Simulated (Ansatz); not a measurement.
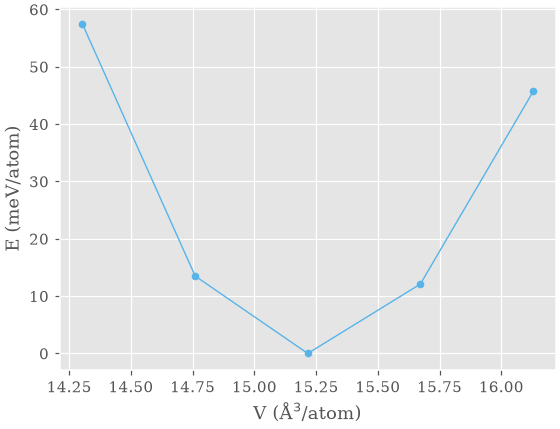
Figure. HfIr3 in space group I4/mmm (No. 139; Ir on 2b, Ir on 4d, Hf on 2a) under volume change, the program Ansatz at the PBEsol level (PAW), shape and atoms relaxed at each volume.

**Question.** What does a third-order Birch–Murnaghan fit give for V₀, B₀ and B′?

**Answer.** V₀ = 15.22 Å³/atom, B₀ = 299 GPa, B′ = 4.7.

A made-up cell: these elements were put on the sites of a structure type; neither database checked (COD, Materials Project) lists it. COD files the formula under space group No. 221. Its standing as an ambient phase is unchecked. The PBEsol relaxation kept the symmetry of its start; its stability against distortions is not shown here. The run is not spin-polarised. Scalar-relativistic: spin–orbit coupling is off unless named, which matters more the heavier the elements.

Potentials: the earlier of the program's two PAW sets. The files were generated under PBE; for other functionals the program regenerates the frozen cores, and for LDA and PBEsol the local potential too.
